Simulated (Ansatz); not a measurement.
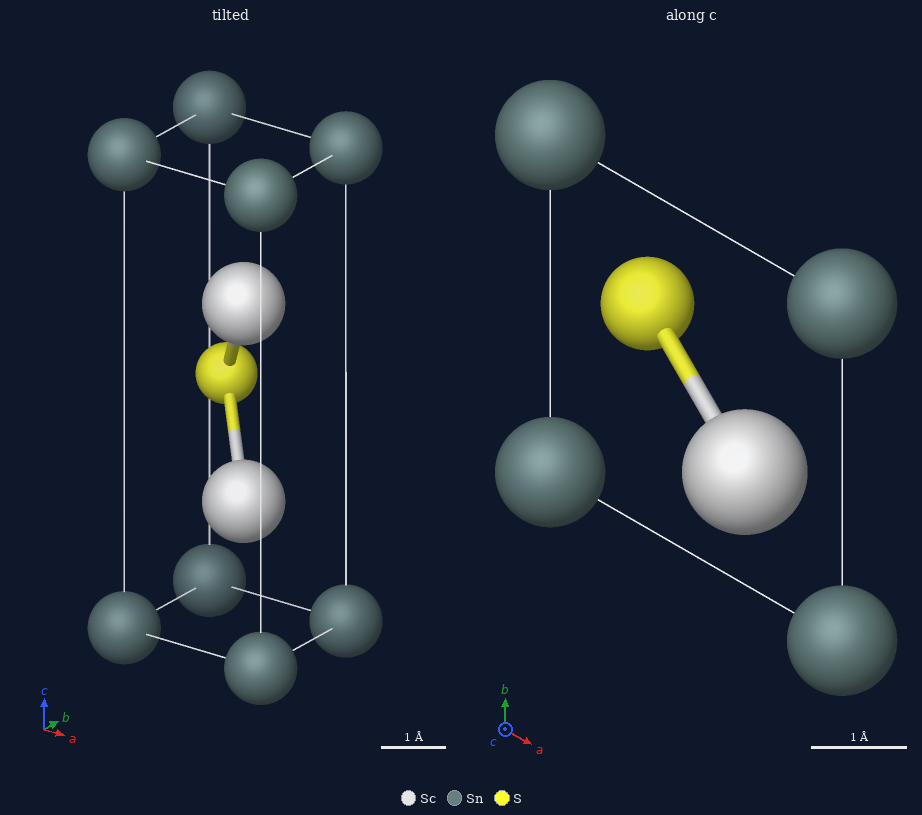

Structure drawing (ball-and-stick), viewed slightly off an axis and along the c axis. Atoms at the boundary of the conventional unit cell (the box) are drawn once for each face, edge or corner they touch.

Sc₂SnS, space group P-6m2 (No. 187), a = 3.549 Å, b = 3.549 Å, c = 7.711 Å, α = 90.00°, β = 90.00°, γ = 120.00°. Starting structure: a structure type filled with these elements by a generator (whether the compound takes this form wasn't checked). Earlier steps of the study, as a rule a relaxation of our own, may have changed the cell and positions, so they can lie some per cent off the listed ones. A calculation with Ansatz used it as input.

This one geometry was computed with Ansatz (DFT, plane waves, PAW) at three levels of theory: LDA, PBE and r2SCAN.

Question: Which level gives the highest pressure at this volume, and what does that say about its equilibrium volume?

Answer: Highest: PBE (0.0 GPa), which points to the largest equilibrium volume. Lowest, with the smallest volume: LDA (-5.9 GPa). Levels within 0.5 GPa of each other can't be told apart.

Question: How does the band gap change with the level of theory?

Answer: All levels give a metal.

Question: Collect the results in a table.

Answer:
| level | cutoff (eV) | k-mesh of the run's cell | gap (eV) | pressure (GPa) |
| --- | --- | --- | --- | --- |
| LDA | 420 | 18×18×6 | metal | -5.9 |
| PBE | 420 | 18×18×6 | metal | 0.0 |
| r2SCAN | 500 | 18×18×6 | metal | -0.7 |

Gaps are taken on the k-mesh or band path of each run.
